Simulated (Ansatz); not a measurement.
# Mo2H3: a trial structure relaxed, part 2 of 2

Aim: relax Mo2H3 from this start, tetradymite type (R-3m, No. 166), and see where it ends.

Ansatz 0.2.0; DFT PBE, scalar-relativistic, plane waves, PAW.

### 4 Full relaxation

The input, input.yaml:

```yaml
crystal:
  lattice:
    - [1.4491879705, 0.8366890649, 6.7891347787]
    - [-1.4491879705, 0.8366890649, 6.7891347787]
    - [0.0, -1.6733781297, 6.7891347787]
  atoms:
    - { symbol: H, position: [0.0, 0.0, 0.0] }
    - { symbol: H, position: [0.2292535031, 0.2292535031, 0.2292535031] }
    - { symbol: H, position: [0.7707464969, 0.7707464969, 0.7707464969] }
    - { symbol: Mo, position: [0.3877618507, 0.3877618507, 0.3877618507] }
    - { symbol: Mo, position: [0.6122381493, 0.6122381493, 0.6122381493] }
basis:
  ecutwfc: 420
kpoints:
  mp_grid: { grid: [18, 18, 18] }
hamiltonian:
  xc: pbe
scf:
  occupations: { method: gaussian, width: 0.1 }
output:
  forces: true
  stress: true
  eigenvalues: true
relax:
  adjacent_minimum: "off"
  f_tol: 0.01
  max_steps: 80
  cell: { stress_tol: 0.05 }
```

On the command line:

```sh
$ ansatz run input.yaml --threads 1 --pin off --max-ram 2560MiB --backend cpu --events-out ev --progress --plain --runs-dir out
```

What it wrote:

```text
Warning: RAYON_NUM_THREADS=1 ignored (pool sized by the plan → 1); use --threads N
basis.fft_grid_basis auto: the FFT boxes are laid along the combinations [[1, 0, -1], [0, 1, -1], [0, 0, 1]] of the cell's own vectors, 2.898, 2.898 and 6.992 Å long. The dense box has 20×20×48 points. Along the cell's own vectors, as sized, it would have 48×48×48, 5.76 times as many. Of the 12 symmetry operations that the crystal satisfies within crystal.symmetry.tolerance (time reversal apart; of a slab, those that keep its plane) the dense box along the cell's own vectors carries 12, and the one as laid loses 8 of those. basis.fft_grid_basis: typed keeps the cell's own vectors: state it where this run's energies or levels are differenced outside the engine with another run's, or held beside a run that keeps those vectors.
[... 9 set-up lines as earlier in the session ...]
Crystal: 5 atoms, lattice volume = 49.392 Å³
Basis set: ecut = 420 eV, 971 PW (Γ), FFT grids on a1−a3, a2−a3, a3, exchange–correlation on 40×40×96 points (8 copies of the dense FFT grid, shifted against one another)
Bands: 21, of which v1, the nominal top of the filled ones, is band 16 counted from 1 (15 counted from 0)
[... 1 set-up line as earlier in the session ...]
Space group: R-3m (ITA 166), of the structure as read, at distance tolerance 3.7e-5 Å
k-points: 580 of 5832
[... 8 set-up lines as earlier in the session ...]
SCF iter   1: F=—  HF=-9959.063257 eV  |F-HF|=—  |Δ(HF+E_count)|=         —  Δρ=1.09e-2  dr2=4.75e-2  ethr=1.77e-3  ⟨swp⟩=5.7  Hψ=58102  notcnv=0
preconditioner: auto → LDOS  [metal: Δε(μ)=0.007 eV  Ē_g=6.243 eV  σ=0.100 eV  W_gap=0.04  n_scr=10 (ndim 8)  ℏωp=20.5 eV  f_vac=0.085  D(μ)=1.19/eV (n_scr^D=4)  β→1.0]
SCF iter   2: F=—  HF=-9959.059960 eV  |F-HF|=—  |Δ(HF+E_count)|=   3.30e-3  Δρ=3.42e-3  dr2=1.20e-2  ethr=1.53e-4  ⟨swp⟩=2.6  Hψ=23184  notcnv=0  defer=392
SCF iter   3: F=—  HF=-9959.058715 eV  |F-HF|=—  |Δ(HF+E_count)|=   1.24e-3  Δρ=1.29e-3  dr2=3.76e-3  ethr=3.89e-5  ⟨swp⟩=2.0  Hψ=16171  notcnv=0  defer=392
SCF iter   4: F=—  HF=-9959.057993 eV  |F-HF|=—  |Δ(HF+E_count)|=   7.22e-4  Δρ=3.92e-4  dr2=1.75e-4  ethr=1.21e-5  ⟨swp⟩=2.0  Hψ=15749  notcnv=0  defer=392
SCF iter   5: F=—  HF=-9959.057960 eV  |F-HF|=—  |Δ(HF+E_count)|=   3.25e-5  Δρ=8.83e-5  dr2=1.83e-5  ethr=5.66e-7  ⟨swp⟩=2.1  Hψ=15845  notcnv=0  defer=392
SCF iter   6: F=—  HF=-9959.057964 eV  |F-HF|=—  |Δ(HF+E_count)|=   3.60e-6  Δρ=2.56e-5  dr2=7.72e-7  ethr=5.90e-8  ⟨swp⟩=2.0  Hψ=15576  notcnv=0  defer=377
SCF iter   7: F=-9959.057964 eV  HF=-9959.057964 eV  |F-HF|=4.60e-10  |Δ(HF+E_count)|=   1.54e-7  Δρ=4.55e-6  dr2=1.20e-8  ethr=3.23e-10  ⟨swp⟩=9.2  Hψ=59973  notcnv=0
SCF 1 converged in 7 iterations: F = -9959.057964 eV  dr2 = 1.20e-8
relax step   1: F+E_penalty+E_count = -9959.05796396 eV  Δ(F+E_penalty+E_count) = +0.000e0 eV  max|allowed force component| = 4.109e-2 eV/Å  Δτ_max = 0.0000 Å  P = +0.350 GPa  Ω = 49.392 Å³  (7 SCF iters, dr2 threshold 1.00e-7 eV, accepted)
Crystal: 5 atoms, lattice volume = 49.779 Å³
[... 2 set-up lines as earlier in the session ...]
iter 1 solved again at ethr=2.02e-6 eV; its pass at ethr=3.10e-3 eV (dr2=6.27e-4 eV) is discarded
SCF iter   1: F=—  HF=-9959.057295 eV  |F-HF|=—  |Δ(HF+E_count)|=         —  Δρ=1.48e-3  dr2=6.44e-4  ethr=2.02e-6  ⟨swp⟩=3.1  Hψ=67079  notcnv=0
preconditioner: auto → LDOS  [metal: Δε(μ)=0.009 eV  Ē_g=6.208 eV  σ=0.100 eV  W_gap=0.05  n_scr=10 (ndim 8)  ℏωp=20.4 eV  f_vac=0.094  D(μ)=1.18/eV (n_scr^D=4)  β→1.0]
SCF iter   2: F=—  HF=-9959.057255 eV  |F-HF|=—  |Δ(HF+E_count)|=   4.03e-5  Δρ=4.27e-4  dr2=1.10e-4  ethr=2.02e-6  ⟨swp⟩=2.0  Hψ=16604  notcnv=0
SCF iter   3: F=—  HF=-9959.057232 eV  |F-HF|=—  |Δ(HF+E_count)|=   2.28e-5  Δρ=1.72e-4  dr2=3.86e-5  ethr=3.54e-7  ⟨swp⟩=2.3  Hψ=20478  notcnv=0
SCF iter   4: F=—  HF=-9959.057222 eV  |F-HF|=—  |Δ(HF+E_count)|=   9.72e-6  Δρ=3.72e-5  dr2=6.77e-7  ethr=1.24e-7  ⟨swp⟩=2.0  Hψ=16377  notcnv=0
SCF iter   5: F=-9959.057222 eV  HF=-9959.057222 eV  |F-HF|=1.05e-7  |Δ(HF+E_count)|=   1.13e-8  Δρ=1.10e-5  dr2=1.87e-7  ethr=1.61e-9  ⟨swp⟩=6.2  Hψ=53830  notcnv=0
SCF 2 converged in 5 iterations: F = -9959.057222 eV  dr2 = 1.87e-7
relax step   2: F+E_penalty+E_count = -9959.05722208 eV  Δ(F+E_penalty+E_count) = +7.419e-4 eV  max|allowed force component| = 4.479e-2 eV/Å  Δτ_max = 0.0168 Å  P = -0.727 GPa  Ω = 49.779 Å³  energy of the carried Pulay correction = -3.935e-4 eV  (5 SCF iters, dr2 threshold 5.00e-7 eV, rejected (line search))
Crystal: 5 atoms, lattice volume = 49.505 Å³
iter 1 solved again at ethr=8.14e-7 eV; its pass at ethr=3.10e-3 eV (dr2=2.52e-4 eV) is discarded
SCF iter   1: F=—  HF=-9959.058372 eV  |F-HF|=—  |Δ(HF+E_count)|=         —  Δρ=9.27e-4  dr2=2.65e-4  ethr=8.14e-7  ⟨swp⟩=3.2  Hψ=73294  notcnv=0
preconditioner: auto → LDOS  [metal: Δε(μ)=0.008 eV  Ē_g=6.237 eV  σ=0.100 eV  W_gap=0.05  n_scr=10 (ndim 8)  ℏωp=20.4 eV  f_vac=0.089  D(μ)=1.14/eV (n_scr^D=4)  β→1.0]
SCF iter   2: F=—  HF=-9959.058355 eV  |F-HF|=—  |Δ(HF+E_count)|=   1.68e-5  Δρ=3.24e-4  dr2=6.91e-5  ethr=8.14e-7  ⟨swp⟩=2.0  Hψ=16608  notcnv=0
SCF iter   3: F=—  HF=-9959.058341 eV  |F-HF|=—  |Δ(HF+E_count)|=   1.42e-5  Δρ=1.19e-4  dr2=2.16e-5  ethr=2.23e-7  ⟨swp⟩=2.5  Hψ=20787  notcnv=0
SCF iter   4: F=—  HF=-9959.058336 eV  |F-HF|=—  |Δ(HF+E_count)|=   5.35e-6  Δρ=2.76e-5  dr2=4.55e-7  ethr=6.98e-8  ⟨swp⟩=2.0  Hψ=16212  notcnv=0
SCF iter   5: F=—  HF=-9959.058336 eV  |F-HF|=—  |Δ(HF+E_count)|=   2.98e-7  Δρ=7.57e-6  dr2=9.29e-8  ethr=1.47e-9  ⟨swp⟩=2.8  Hψ=21420  notcnv=0
SCF iter   6: F=—  HF=-9959.058336 eV  |F-HF|=—  |Δ(HF+E_count)|=  2.46e-10  Δρ=1.61e-6  dr2=1.96e-9  ethr=3.00e-10  ⟨swp⟩=2.0  Hψ=15908  notcnv=0
SCF iter   7: F=—  HF=-9959.058336 eV  |F-HF|=—  |Δ(HF+E_count)|=   1.36e-9  Δρ=3.85e-7  dr2=8.16e-11  ethr=6.33e-12  ⟨swp⟩=2.0  Hψ=16639  notcnv=0
SCF iter   8: F=-9959.058336 eV  HF=-9959.058336 eV  |F-HF|=5.46e-12  |Δ(HF+E_count)|=  7.82e-11  Δρ=9.09e-8  dr2=4.38e-12  ethr=1.00e-12  ⟨swp⟩=5.2  Hψ=45564  notcnv=0
SCF 3 converged in 8 iterations: F = -9959.058336 eV  dr2 = 4.38e-12
relax step   3: F+E_penalty+E_count = -9959.05833600 eV  Δ(F+E_penalty+E_count) = -3.720e-4 eV  max|allowed force component| = 4.855e-4 eV/Å  Δτ_max = 0.0070 Å  P = -0.032 GPa  Ω = 49.505 Å³  energy of the carried Pulay correction = -1.150e-4 eV  (8 SCF iters, accepted)
Crystal: 5 atoms, lattice volume = 49.460 Å³
iter 1 solved again at ethr=3.98e-8 eV; its pass at ethr=3.10e-3 eV (dr2=1.23e-5 eV) is discarded
SCF iter   1: F=—  HF=-9959.058392 eV  |F-HF|=—  |Δ(HF+E_count)|=         —  Δρ=2.07e-4  dr2=1.27e-5  ethr=3.98e-8  ⟨swp⟩=3.1  Hψ=65704  notcnv=0
preconditioner: auto → LDOS  [metal: Δε(μ)=0.008 eV  Ē_g=6.235 eV  σ=0.100 eV  W_gap=0.05  n_scr=10 (ndim 8)  ℏωp=20.4 eV  f_vac=0.089  D(μ)=1.14/eV (n_scr^D=4)  β→1.0]
SCF iter   2: F=—  HF=-9959.058397 eV  |F-HF|=—  |Δ(HF+E_count)|=   5.01e-6  Δρ=8.22e-5  dr2=6.59e-6  ethr=3.98e-8  ⟨swp⟩=2.2  Hψ=19538  notcnv=0
SCF iter   3: F=—  HF=-9959.058395 eV  |F-HF|=—  |Δ(HF+E_count)|=   2.19e-6  Δρ=3.15e-5  dr2=1.73e-6  ethr=2.13e-8  ⟨swp⟩=2.2  Hψ=20403  notcnv=0
SCF iter   4: F=—  HF=-9959.058394 eV  |F-HF|=—  |Δ(HF+E_count)|=   3.69e-7  Δρ=9.17e-6  dr2=9.03e-8  ethr=5.59e-9  ⟨swp⟩=2.0  Hψ=15107  notcnv=0
SCF iter   5: F=-9959.058394 eV  HF=-9959.058394 eV  |F-HF|=2.65e-9  |Δ(HF+E_count)|=   1.26e-8  Δρ=1.70e-6  dr2=5.33e-9  ethr=2.59e-11  ⟨swp⟩=4.0  Hψ=50292  notcnv=0
SCF 4 converged in 5 iterations: F = -9959.058394 eV  dr2 = 5.33e-9
relax step   4: F+E_penalty+E_count = -9959.05839414 eV  Δ(F+E_penalty+E_count) = -5.814e-5 eV  max|allowed force component| = 1.003e-3 eV/Å  Δτ_max = 0.0016 Å  P = -0.024 GPa  Ω = 49.460 Å³  energy of the carried Pulay correction = -6.960e-5 eV  (5 SCF iters, dr2 threshold 8.02e-9 eV, accepted)
Crystal: 5 atoms, lattice volume = 49.204 Å³
iter 1 solved again at ethr=1.40e-6 eV; its pass at ethr=3.10e-3 eV (dr2=4.33e-4 eV) is discarded
SCF iter   1: F=—  HF=-9959.058740 eV  |F-HF|=—  |Δ(HF+E_count)|=         —  Δρ=1.22e-3  dr2=4.45e-4  ethr=1.40e-6  ⟨swp⟩=3.1  Hψ=67575  notcnv=0
preconditioner: auto → LDOS  [metal: Δε(μ)=0.004 eV  Ē_g=6.240 eV  σ=0.100 eV  W_gap=0.02  n_scr=10 (ndim 8)  ℏωp=20.5 eV  f_vac=0.083  D(μ)=1.12/eV (n_scr^D=4)  β→1.0]
SCF iter   2: F=—  HF=-9959.058753 eV  |F-HF|=—  |Δ(HF+E_count)|=   1.27e-5  Δρ=4.84e-4  dr2=2.28e-4  ethr=1.40e-6  ⟨swp⟩=2.2  Hψ=19147  notcnv=0
SCF iter   3: F=—  HF=-9959.058699 eV  |F-HF|=—  |Δ(HF+E_count)|=   5.35e-5  Δρ=1.87e-4  dr2=6.07e-5  ethr=7.35e-7  ⟨swp⟩=2.2  Hψ=20241  notcnv=0
SCF iter   4: F=—  HF=-9959.058689 eV  |F-HF|=—  |Δ(HF+E_count)|=   1.01e-5  Δρ=5.41e-5  dr2=3.17e-6  ethr=1.96e-7  ⟨swp⟩=2.0  Hψ=15141  notcnv=0
SCF iter   5: F=—  HF=-9959.058689 eV  |F-HF|=—  |Δ(HF+E_count)|=   4.65e-7  Δρ=9.95e-6  dr2=1.81e-7  ethr=1.02e-8  ⟨swp⟩=2.1  Hψ=16361  notcnv=0
SCF iter   6: F=—  HF=-9959.058689 eV  |F-HF|=—  |Δ(HF+E_count)|=   1.63e-8  Δρ=2.17e-6  dr2=3.57e-9  ethr=5.83e-10  ⟨swp⟩=2.0  Hψ=15989  notcnv=0
SCF iter   7: F=—  HF=-9959.058689 eV  |F-HF|=—  |Δ(HF+E_count)|=   1.84e-9  Δρ=6.53e-7  dr2=2.19e-10  ethr=1.15e-11  ⟨swp⟩=2.8  Hψ=22573  notcnv=0
SCF iter   8: F=-9959.058689 eV  HF=-9959.058689 eV  |F-HF|=1.46e-11  |Δ(HF+E_count)|=  2.73e-11  Δρ=1.13e-7  dr2=4.41e-12  ethr=1.00e-12  ⟨swp⟩=5.4  Hψ=47547  notcnv=0
SCF 5 converged in 8 iterations: F = -9959.058689 eV  dr2 = 4.41e-12
relax step   5: F+E_penalty+E_count = -9959.05868890 eV  Δ(F+E_penalty+E_count) = -2.948e-4 eV  max|allowed force component| = 1.831e-4 eV/Å  Δτ_max = 0.0101 Å  P = +0.005 GPa  Ω = 49.204 Å³  energy of the carried Pulay correction = +1.915e-4 eV  (8 SCF iters, accepted)
[... 1 set-up line as earlier in the session ...]
iter 1 solved again at ethr=7.69e-8 eV; its pass at ethr=3.10e-3 eV (dr2=2.38e-5 eV) is discarded
SCF iter   1: F=—  HF=-9959.058510 eV  |F-HF|=—  |Δ(HF+E_count)|=         —  Δρ=2.44e-5  dr2=3.26e-8  ethr=7.69e-8  ⟨swp⟩=3.8  Hψ=93260  notcnv=0
preconditioner: auto → LDOS  [metal: Δε(μ)=0.004 eV  Ē_g=6.237 eV  σ=0.100 eV  W_gap=0.02  n_scr=10 (ndim 8)  ℏωp=20.5 eV  f_vac=0.083  D(μ)=1.12/eV (n_scr^D=4)  β→1.0]
SCF iter   2: F=—  HF=-9959.058513 eV  |F-HF|=—  |Δ(HF+E_count)|=   2.81e-6  Δρ=2.82e-6  dr2=2.53e-9  ethr=1.05e-10  ⟨swp⟩=2.9  Hψ=22958  notcnv=0
SCF iter   3: F=—  HF=-9959.058513 eV  |F-HF|=—  |Δ(HF+E_count)|=  4.38e-10  Δρ=1.26e-6  dr2=1.12e-9  ethr=8.18e-12  ⟨swp⟩=2.0  Hψ=20698  notcnv=0
SCF iter   4: F=—  HF=-9959.058513 eV  |F-HF|=—  |Δ(HF+E_count)|=  3.22e-10  Δρ=4.51e-7  dr2=1.02e-10  ethr=3.63e-12  ⟨swp⟩=2.1  Hψ=16727  notcnv=0
SCF iter   5: F=-9959.058513 eV  HF=-9959.058513 eV  |F-HF|=1.82e-12  |Δ(HF+E_count)|=  3.46e-11  Δρ=9.70e-8  dr2=5.33e-12  ethr=1.00e-12  ⟨swp⟩=5.8  Hψ=48267  notcnv=0
SCF 6 converged in 5 iterations: F = -9959.058513 eV  dr2 = 5.33e-12
relax step   6: F+E_penalty+E_count = -9959.05851314 eV  Δ(F+E_penalty+E_count) = +1.758e-4 eV  max|allowed force component| = 1.742e-4 eV/Å  Δτ_max = 0.0000 Å  P = +0.003 GPa  Ω = 49.204 Å³  stress off target by 7.03e-3 GPa  SCF on the basis re-selected at this cell (its energy is not comparable with the rows above)  (5 SCF iters)
basis re-selected at this cell: Δ(F+E_penalty+E_count) = +1.758e-4 eV, ΔP = -0.002 GPa vs the last step (what re-selecting the basis moved, of the pressure what is left beyond the Pulay correction that the steps carried, after the strain that the cell walked since its last selection, with what the two solves' SCF thresholds leave and, on support functions, any second-order correction that the steps lacked; it is no measure of the basis error at this ecutwfc). This SCF's stress stands 7.03e-3 GPa from its target on what of the cell is left free (relax.cell.stress_tol is 5.00e-2 GPa) and its largest allowed force component is 1.74e-4 eV/Å (relax.f_tol is 1.00e-2 eV/Å): within both
SCF converged after 5 iterations
Free energy (F): -9959.058513 eV
Harris-Foulkes:  -9959.058513 eV  (|F-HF|=1.82e-12)
Internal energy: -9959.052891 eV  (E = F + TS)
E sigma→0 (E₀):  -9959.055702 eV
Entropy (-TS):   -0.005622 eV (-1.124 meV/atom)
Fermi energy:    13.200323 eV
--- Per-component energies (eV) ---
  E_band       = -310.726614
  E_kinetic    = 925.386996
  E_local      = -3267.274509  (includes V_loc(G=0)·N_el)
  E_nonlocal   = 290.419110
  E_hartree    = 1262.206032
  E_xc         = -394.487169
  E_vxc        = -493.671605  (∫ρ·V_xc dr)
  E_paw        = -6404.312473  (= ΣΔE_a)
  E_vpaw       = -289.995080  (= ΣTr[D̂ρ^β])
  E_aug_tail   = -0.003470  (compensation charges beyond the density's cutoff)
  E_ewald      = -2370.987408
  E_smearing   = -0.005622  (= −TS)
  E_closure    = -0.000000  (closes the sum)
  Σ components = -9959.058513   (vs F -9959.058513, Δ=0.00e0)
--- Forces (eV/Å), atoms counted from 1 ---
  atom   1  H     -0.00000000     0.00000000    -0.00000000
  atom   2  H      0.00000000    -0.00000000    -0.00015736
  atom   3  H      0.00000000     0.00000000     0.00015736
  atom   4  Mo     0.00000000     0.00000000     0.00017421
  atom   5  Mo     0.00000000    -0.00000000    -0.00017421
  max |Σ_I F_I| component: 5.42e-20 eV/Å
--- Stress (GPa, compression-positive) ---
        0.007027       0.000000      -0.000000
        0.000000       0.007027      -0.000000
       -0.000000      -0.000000      -0.005345
  P = ⅓ Tr σ = 0.0029 GPa (0.029 kbar)
--- Band table (eV; the first three rows and the last of 580) ---
  k-point 0: bands = ["-47.8579", "-47.7139", "-22.3431", "-21.5792", "-21.5008", "-21.5008", "-21.3843", "-21.3843", "3.5599", "6.2959", "8.2405", "11.0082", "11.6348", "11.6899", "11.6899", "12.2514", "12.2514", "14.1282", "14.1282", "15.6367", "15.6367"]
  k-point 1: bands = ["-47.8535", "-47.7114", "-22.3357", "-21.6033", "-21.5085", "-21.5038", "-21.4092", "-21.3884", "3.6496", "6.3698", "8.1318", "10.9565", "11.6126", "11.7336", "11.7716", "12.1747", "12.3246", "14.0842", "14.1463", "15.6522", "15.7154"]
  k-point 2: bands = ["-47.8407", "-47.7044", "-22.3148", "-21.6746", "-21.5304", "-21.5125", "-21.4773", "-21.4003", "3.9074", "6.5656", "7.8564", "10.8205", "11.6344", "11.7250", "12.0049", "12.0051", "12.5310", "13.9899", "14.2117", "15.6852", "15.9632"]
  k-point 579: bands = ["-47.8578", "-47.7139", "-22.3413", "-21.5812", "-21.5008", "-21.5008", "-21.3843", "-21.3843", "3.7336", "5.7501", "9.3872", "9.6681", "11.6871", "11.6871", "12.1870", "12.2540", "12.2540", "14.1145", "14.1145", "15.6596", "15.6596"]
--- Relaxed structure (5 steps of the walk, 4 accepted, 1 SCFs on fresh bases) ---
  F+E_penalty+E_count = -9959.05851314 eV   max|allowed force component| = 1.742e-4 eV/Å   (the final SCF, on the basis selected at the relaxed cell)
  cell:  # Å, volume = 49.2042 Å³
    - [1.451897777796627, 0.8382535728632434, 6.73813527164302]
    - [-1.451897777796627, 0.8382535728632434, 6.73813527164302]
    - [2.831399605375457e-32, -1.6765071456768625, 6.738135271649194]
  atoms:
    - { symbol: H, position: [2.1292888476968222e-21, 2.1292888476968512e-21, 2.1292888462283496e-21] }
    - { symbol: H, position: [0.2290227244039639, 0.2290227244039639, 0.22902272440396385] }
    - { symbol: H, position: [0.7709772755960361, 0.7709772755960361, 0.7709772755960361] }
    - { symbol: Mo, position: [0.38812682137082916, 0.38812682137082916, 0.3881268213708291] }
    - { symbol: Mo, position: [0.6118731786291707, 0.6118731786291707, 0.6118731786291706] }
```

Run time: 2.5 min. Hardware: 1 thread of Intel Xeon Platinum 8488C (Sapphire Rapids), shared host; peak memory 0.77 GiB.

Relaxation path:

| step | E - E(step 1) (eV/cell) | largest force component (eV/Å) | pressure (GPa) | volume (Å³) |
| --- | --- | --- | --- | --- |
| 1 | 0.0000 | 0.0411 | 0.35 | 49.39 |
| 2 | 0.0007 | 0.0448 | -0.73 | 49.78 |
| 3 | -0.0004 | 0.0005 | -0.03 | 49.50 |
| 4 | -0.0004 | 0.0010 | -0.02 | 49.46 |
| 5 | -0.0007 | 0.0002 | 0.00 | 49.20 |
| 6 | -0.0005 | 0.0002 | 0.00 | 49.20 |

Step 1 is the start. Step 6 repeats the geometry before it on a plane-wave basis chosen anew for that cell, so its energy need not be comparable with the rows above. Step 2 was tried and not accepted.

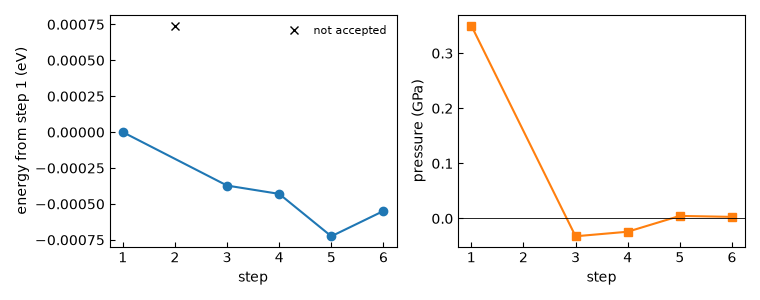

Energy and pressure along the relaxation.

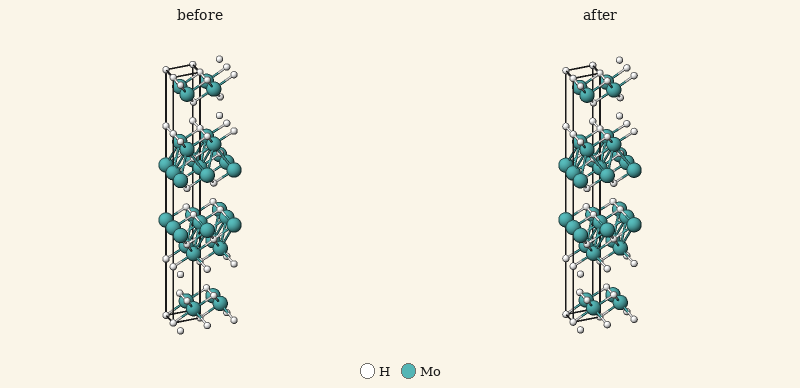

The structure before (left) and after (right) the relaxation, drawn at the same scale.

Lengths and angles in the start's conventional setting:

|  | before | after | change |
| --- | --- | --- | --- |
| a (Å) | 2.898 | 2.904 | +0.2 % |
| b (Å) | 2.898 | 2.904 | +0.2 % |
| c (Å) | 20.367 | 20.214 | -0.8 % |
| volume (Å³/atom) | 9.88 | 9.84 | -0.4 % |
| shortest distance (Å) | 1.955 | 1.953 | -0.1 % |
| space group (0.01 Å) | R-3m | R-3m | same |

Forces and stress were held to the start's 12 operations: a distortion of lower symmetry was not tested.

### 5 Variant: occupations.method methfessel_paxton, occupations.width 0.15

The input, input.yaml:

```yaml
crystal:
  lattice:
    - [1.4518977778, 0.8382535729, 6.7381352716]
    - [-1.4518977778, 0.8382535729, 6.7381352716]
    - [0.0, -1.6765071457, 6.7381352716]
  atoms:
    - { symbol: H, position: [0.0, 0.0, 0.0] }
    - { symbol: H, position: [0.2290227244, 0.2290227244, 0.2290227244] }
    - { symbol: H, position: [0.7709772756, 0.7709772756, 0.7709772756] }
    - { symbol: Mo, position: [0.3881268214, 0.3881268214, 0.3881268214] }
    - { symbol: Mo, position: [0.6118731786, 0.6118731786, 0.6118731786] }
basis:
  ecutwfc: 420
kpoints:
  mp_grid: { grid: [18, 18, 18] }
hamiltonian:
  xc: pbe
scf:
  occupations: { method: methfessel_paxton, width: 0.15 }
output:
  forces: true
  eigenvalues: true
  stress: true
```

On the command line:

```sh
$ ansatz run input.yaml --threads 1 --pin off --max-ram 2560MiB --backend cpu --events-out ev --progress --plain --runs-dir out
```

What it wrote, cut to the lines that bear on the results:

```text
Warning: RAYON_NUM_THREADS=1 ignored (pool sized by the plan → 1); use --threads N
[...]
[... 4 set-up lines as earlier in the session ...]
[...]
Crystal: 5 atoms, lattice volume = 49.204 Å³
Basis set: ecut = 420 eV, 971 PW (Γ), FFT grids on a1−a3, a2−a3, a3, exchange–correlation on 40×40×96 points (8 copies of the dense FFT grid, shifted against one another)
Bands: 21, of which v1, the nominal top of the filled ones, is band 16 counted from 1 (15 counted from 0)
[... 2 set-up lines as earlier in the session ...]
k-points: 580 of 5832
[...]
Free energy (F): -9959.055942 eV
[...]
E sigma→0 (E₀):  -9959.055777 eV
Entropy (-TS):   -0.000660 eV (-0.132 meV/atom)
Fermi energy:    13.200706 eV
Step filling:    the computed levels leave a gap of 0.0001 eV = 0.0 smearing widths at the electron count; against every level under it full and every level over it empty, smearing changes F+E_penalty+E_count by -0.599 meV and its σ→0 estimate by -0.434 meV
[...]
--- Forces (eV/Å), atoms counted from 1 ---
  atom   1  H      0.00000000     0.00000000     0.00000000
  atom   2  H      0.00000000     0.00000000     0.00045527
  atom   3  H      0.00000000    -0.00000000    -0.00045527
  atom   4  Mo     0.00000000    -0.00000000    -0.00235940
  atom   5  Mo     0.00000000     0.00000000     0.00235940
[...]
--- Stress (GPa, compression-positive) ---
        0.000838       0.000000       0.000000
        0.000000       0.000838      -0.000000
        0.000000      -0.000000      -0.018837
  P = ⅓ Tr σ = -0.0057 GPa (-0.057 kbar)
--- Band table (eV; the first three rows and the last of 580) ---
[... band rows left out ...]
[...]
```

Run time: 19 s. Hardware: 1 thread of Intel Xeon Platinum 8488C (Sapphire Rapids), shared host; peak memory 0.72 GiB.

```tsv
run	ending	energy change	pressure (GPa)	gap (eV)	force (eV/Å)	cycles	time
step 4	converged	0	0.0	0.00	0.00	-	2.5 min
variant	converged	0.0 meV/atom (σ→0)	0.0	0.00	0.00	7	19 s
```

Changing the smearing hardly moves the energy: 0.0 meV/atom.

### 6 Results

What follows sums up all 2 parts. Changes of volume or cell count from the first structure of part 1.

Formation energies count from the elements, computed with the same settings in runs not shown here.

```
                          quantity                                                                        value
               cell (conventional)  a = 2.904 Å, b = 2.904 Å, c = 20.214 Å, α = 90.00°, β = 90.00°, γ = 120.00°
                       space group                                                               R-3m (No. 166)
                            volume                                                                 9.84 Å³/atom
                   gap on the mesh                                                                 none (metal)
formation energy from the elements                                                               +0.122 eV/atom
```

The space group stayed R-3m, and from the first guess the volume went from 9.67 to 9.84 Å³/atom. The formation energy of +0.12 eV/atom is positive, so the elements lie lower than this structure; another structure of the compound can lie lower.
